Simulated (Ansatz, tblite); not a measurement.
**C₁₈H₅₄Si₈: which spin state is lowest**

Aim: set other spin states of C₁₈H₅₄Si₈ against its singlet, on many levels of theory.

The runs use Ansatz 0.2.0, Gaussian basis; as each input shows.

The runs, in order: triplet, at the geometry of the singlet (GFN1-xTB, GFN2-xTB, PBE0-D4/def2-SVP, PBE-D4/def2-SVP); the singlet's energies come from earlier runs.

1 further run of the same task is left out (set aside as unsound or not needed). Runs told in other sessions of the task aren't counted.

## (1) The geometry

The geometry is that of the singlet, from an earlier relaxation (r2SCAN-D4/def2-SVP).

80 atoms, charge 0, spin multiplicity 1.

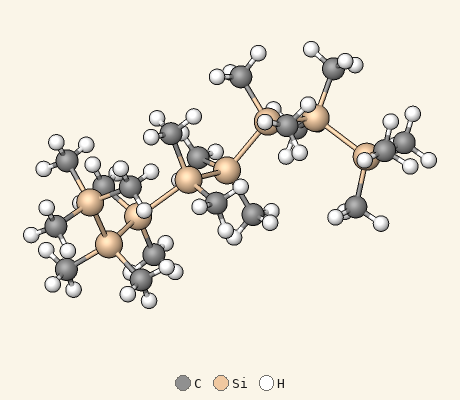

The geometry (carbon grey, silicon light orange, hydrogen white).

## (2) Triplet at the fixed geometry, GFN1-xTB

Tight binding, by tblite at 300 K electronic temperature and without a spin-polarisation term:

```python
tblite.interface.Calculator('GFN1-xTB', numbers, positions, charge=0, uhf=2).singlepoint()
```

Energy -2226.6044 eV; 0.42 s.

## (3) Triplet at the fixed geometry, GFN2-xTB

Tight binding, by tblite at 300 K electronic temperature and without a spin-polarisation term:

```python
tblite.interface.Calculator('GFN2-xTB', numbers, positions, charge=0, uhf=2).singlepoint()
```

Energy -2166.7812 eV; 0.5 s.

## (4) Triplet at the fixed geometry, PBE0-D4/def2-SVP

in.yaml

```yaml
crystal:
  periodic: [false, false, false]
  atoms:
    - {symbol: C, position_ang: [-7.544136, 0.915390, -0.105939]}
    - {symbol: Si, position_ang: [-5.735136, 0.505154, -0.491475]}
    - {symbol: C, position_ang: [-5.699934, -0.923181, -1.733238]}
    - {symbol: C, position_ang: [-4.939850, 2.037383, -1.268466]}
    - {symbol: Si, position_ang: [-4.667358, -0.094210, 1.522981]}
    - {symbol: C, position_ang: [-5.837394, -1.248946, 2.486481]}
    - {symbol: C, position_ang: [-4.379877, 1.464641, 2.575057]}
    - {symbol: Si, position_ang: [-2.618359, -1.216972, 1.211870]}
    - {symbol: C, position_ang: [-2.931812, -2.908086, 0.400019]}
    - {symbol: C, position_ang: [-1.861486, -1.511047, 2.935062]}
    - {symbol: Si, position_ang: [-1.117715, 0.007028, -0.133480]}
    - {symbol: C, position_ang: [-1.590543, -0.228475, -1.961398]}
    - {symbol: C, position_ang: [-1.174214, 1.856695, 0.302912]}
    - {symbol: Si, position_ang: [1.072258, -0.794532, 0.225750]}
    - {symbol: C, position_ang: [1.080859, -2.696306, 0.200348]}
    - {symbol: C, position_ang: [1.678382, -0.189743, 1.921473]}
    - {symbol: Si, position_ang: [2.474944, -0.018426, -1.502513]}
    - {symbol: C, position_ang: [2.093605, -1.034041, -3.068213]}
    - {symbol: C, position_ang: [2.123642, 1.812690, -1.877265]}
    - {symbol: Si, position_ang: [4.760631, -0.353214, -1.009718]}
    - {symbol: C, position_ang: [4.978656, -2.043913, -0.162117]}
    - {symbol: C, position_ang: [5.705210, -0.406035, -2.664512]}
    - {symbol: Si, position_ang: [5.779296, 1.313214, 0.312404]}
    - {symbol: C, position_ang: [5.474426, 3.036025, -0.409577]}
    - {symbol: C, position_ang: [7.646258, 0.983450, 0.302870]}
    - {symbol: C, position_ang: [5.183693, 1.287056, 2.107572]}
    - {symbol: H, position_ang: [-8.071885, 0.043731, 0.314854]}
    - {symbol: H, position_ang: [-8.081297, 1.224358, -1.019274]}
    - {symbol: H, position_ang: [-7.623790, 1.738380, 0.623612]}
    - {symbol: H, position_ang: [-6.146826, -1.836397, -1.306347]}
    - {symbol: H, position_ang: [-6.270213, -0.665288, -2.642251]}
    - {symbol: H, position_ang: [-4.671195, -1.169705, -2.042212]}
    - {symbol: H, position_ang: [-3.891615, 1.862349, -1.557876]}
    - {symbol: H, position_ang: [-4.955695, 2.891452, -0.571156]}
    - {symbol: H, position_ang: [-5.490669, 2.338069, -2.176448]}
    - {symbol: H, position_ang: [-5.389337, -1.559929, 3.445290]}
    - {symbol: H, position_ang: [-6.066843, -2.161009, 1.911520]}
    - {symbol: H, position_ang: [-6.791980, -0.743304, 2.710664]}
    - {symbol: H, position_ang: [-3.936355, 1.203615, 3.550794]}
    - {symbol: H, position_ang: [-5.329722, 1.990791, 2.770337]}
    - {symbol: H, position_ang: [-3.698574, 2.171514, 2.075354]}
    - {symbol: H, position_ang: [-1.988020, -3.460786, 0.257177]}
    - {symbol: H, position_ang: [-3.593064, -3.528373, 1.028892]}
    - {symbol: H, position_ang: [-3.411310, -2.799479, -0.586123]}
    - {symbol: H, position_ang: [-0.942135, -2.116692, 2.865987]}
    - {symbol: H, position_ang: [-1.601265, -0.560271, 3.428565]}
    - {symbol: H, position_ang: [-2.567406, -2.048428, 3.590699]}
    - {symbol: H, position_ang: [-2.636863, 0.061553, -2.150135]}
    - {symbol: H, position_ang: [-0.950534, 0.384487, -2.618002]}
    - {symbol: H, position_ang: [-1.475535, -1.281292, -2.267761]}
    - {symbol: H, position_ang: [-0.948604, 2.019538, 1.369610]}
    - {symbol: H, position_ang: [-0.439865, 2.428654, -0.287702]}
    - {symbol: H, position_ang: [-2.172171, 2.280697, 0.103071]}
    - {symbol: H, position_ang: [2.102364, -3.093924, 0.318358]}
    - {symbol: H, position_ang: [0.463982, -3.105614, 1.017801]}
    - {symbol: H, position_ang: [0.677261, -3.083107, -0.749834]}
    - {symbol: H, position_ang: [1.026452, -0.554031, 2.732156]}
    - {symbol: H, position_ang: [1.688001, 0.911526, 1.968840]}
    - {symbol: H, position_ang: [2.703075, -0.541573, 2.125894]}
    - {symbol: H, position_ang: [2.683564, -0.670156, -3.926285]}
    - {symbol: H, position_ang: [2.337064, -2.099228, -2.921396]}
    - {symbol: H, position_ang: [1.026947, -0.968190, -3.339318]}
    - {symbol: H, position_ang: [2.194672, 2.431072, -0.967937]}
    - {symbol: H, position_ang: [1.107898, 1.937310, -2.288878]}
    - {symbol: H, position_ang: [2.837027, 2.217456, -2.614662]}
    - {symbol: H, position_ang: [6.045848, -2.268976, 0.003590]}
    - {symbol: H, position_ang: [4.558920, -2.854613, -0.781585]}
    - {symbol: H, position_ang: [4.472474, -2.073578, 0.816673]}
    - {symbol: H, position_ang: [5.621720, 0.549461, -3.208368]}
    - {symbol: H, position_ang: [6.777466, -0.608216, -2.501820]}
    - {symbol: H, position_ang: [5.309046, -1.200065, -3.319566]}
    - {symbol: H, position_ang: [4.409260, 3.313641, -0.359797]}
    - {symbol: H, position_ang: [6.046302, 3.796648, 0.149565]}
    - {symbol: H, position_ang: [5.785449, 3.094491, -1.466096]}
    - {symbol: H, position_ang: [8.177183, 1.725495, 0.923936]}
    - {symbol: H, position_ang: [7.883125, -0.017131, 0.702117]}
    - {symbol: H, position_ang: [8.060105, 1.043558, -0.717581]}
    - {symbol: H, position_ang: [4.115461, 1.543250, 2.188749]}
    - {symbol: H, position_ang: [5.326539, 0.295662, 2.569554]}
    - {symbol: H, position_ang: [5.751499, 2.019030, 2.707800]}
basis:
  gaussian: {orbitals: def2-SVP, fitting: {mean_field: def2-universal-jkfit}}
magnetization: {spin_polarized: true, initial_magnetization: 2}
hamiltonian: {xc: pbe0, dispersion: d4}
scf: {omitted_lower_state_checks: [starts]}
output: {orbitals: {seedname: orbitals}}
```

The run is started by

```sh
$ ansatz run in.yaml --threads 2 --pin off --events-out ev --progress --plain --max-ram 32768MiB --backend cuda --devices 0, --max-vram 18GiB
```

The log of the run:

```text
Functional definition: PBE0
  name "PBE0"
  cite "Adamo & Barone, J. Chem. Phys. 110, 6158 (1999) doi:10.1063/1.478522"
  cite "Perdew, Burke & Ernzerhof, Phys. Rev. Lett. 77, 3865 (1996) doi:10.1103/PhysRevLett.77.3865"
  parent pbe
  parameter a = 0.25
  parameter kappa = 0.804
  parameter beta = 0.06672455060314922
  exchange = (1 - a)*pbe_x(kappa = kappa, mu = beta*pi^2/3) + a*exact_x
  correlation = pbe_c(beta = beta)
these checks for a lower state are left out or cut short: starts
3346 factors; integrals over basis functions are off by at most 2.4e-1 eV
mean field evaluation 1: about -82426.9672 eV, gradient 1.1e2 eV
mean field evaluation 2: about -82403.3515 eV, gradient 1.2e2 eV
mean field evaluation 4: about -82486.8301 eV, gradient 8.6e0 eV
mean field evaluation 8: about -82487.3697 eV, gradient 5.3e-1 eV
mean field evaluation 16: about -82487.3547 eV, gradient 8.3e-3 eV
mean field evaluation 32: about -82487.3547 eV, gradient 1.0e-5 eV
mean field -82487.35474738 eV, -3031.3543750290 hartree, gradient 5.1e-6 eV, S^2 2.004796; 0 other end points of the search recorded, 0 dependent functions left out
reference -82487.35481870 eV, -3031.3543776500 hartree; 138, 136 occupied and 528, 530 virtual orbitals, 3346 factors
Total energy: -82490.10168705 eV, -3031.4553232000 hartree
Checks for a lower state left out: starts
```

It took 21 s on 1 × H100 (card shared with other runs) with 2 threads of AMD EPYC 7R13, shared host; peak host memory 1.4 GiB.

From the report: HOMO -1.57 eV, LUMO -4.48 eV (over both spins; with the spin held, an empty level of the minority spin lies below the top filled one); ⟨S²⟩ 2.005 (pure: 2.00).

## (5) Triplet at the fixed geometry, PBE-D4/def2-SVP

start.molden holds the orbitals of an earlier run on this state, given as this run's starting guess.

in.yaml: that of step 4 with these lines changed.

```diff
@@ -84,5 +84,5 @@
 basis:
-  gaussian: {orbitals: def2-SVP, fitting: {mean_field: def2-universal-jkfit}}
+  gaussian: {orbitals: def2-SVP, fitting: {mean_field: def2-universal-jkfit}, initial_orbitals: start.molden}
 magnetization: {spin_polarized: true, initial_magnetization: 2}
-hamiltonian: {xc: pbe0, dispersion: d4}
+hamiltonian: {xc: pbe, dispersion: d4}
 scf: {omitted_lower_state_checks: [starts]}
```

The command is unchanged.

The log of the run:

```text
Functional definition: PBE
  name "PBE"
  cite "Perdew, Burke & Ernzerhof, Phys. Rev. Lett. 77, 3865 (1996) doi:10.1103/PhysRevLett.77.3865"
  parent pbe
  parameter kappa = 0.804
  parameter beta = 0.06672455060314922
  exchange = pbe_x(kappa = kappa, mu = beta*pi^2/3)
  correlation = pbe_c(beta = beta)
these checks for a lower state are left out or cut short: starts
3346 factors; integrals over basis functions are off by at most 2.4e-1 eV
mean field evaluation 1: about -82475.9337 eV, gradient 9.9e0 eV
mean field evaluation 2: about -82476.3311 eV, gradient 4.7e-1 eV
mean field evaluation 4: about -82476.3169 eV, gradient 4.9e-2 eV
mean field evaluation 8: about -82476.3169 eV, gradient 2.7e-5 eV
mean field -82476.31690460 eV, -3030.9487417885 hartree, gradient 2.7e-5 eV, S^2 2.002619; 0 other end points of the search recorded, 0 dependent functions left out
reference -82476.31699558 eV, -3030.9487451318 hartree; 138, 136 occupied and 528, 530 virtual orbitals, 3346 factors
Total energy: -82479.37724671 eV, -3031.0612072869 hartree
Checks for a lower state left out: starts
```

Wall time 7.5 s (1 × H100 (card shared with other runs) with 2 threads of AMD EPYC 7R13, shared host); peak host memory 1.3 GiB.

HOMO -1.08 eV, LUMO -4.79 eV (over both spins; with the spin held, an empty level of the minority spin lies below the top filled one); ⟨S²⟩ 2.003 (pure: 2.00).

## (6) Triplet less singlet, vertical

The singlet's energies are those of its earlier runs, whose logs aren't repeated here.

| level | triplet less singlet, vertical (kcal/mol) | time |
| --- | --- | --- |
| GFN1-xTB | +63.2 | 0.75 s |
| GFN2-xTB | +70.4 | 0.81 s |
| PBE-D4/def2-SVP | +90.4 | 18 s |
| PBE0-D4/def2-SVP | +101.2 | 29 s |

Times add the two runs; a level without a time comes out of a correlated run. Tight binding without a spin term can't rank spin states.

## (7) Results

| quantity | value |
| --- | --- |
| triplet less singlet, vertical, functionals in def2-SVP | +90.4 (PBE-D4) to +101.2 kcal/mol (PBE0-D4) |

**Reading.** All functionals put the triplet above the singlet, over a spread of 10.8 kcal/mol. The checks for a lower triplet were left out, so another state of that spin may lie lower. These are electronic energies, without zero-point motion, entropy or surroundings.
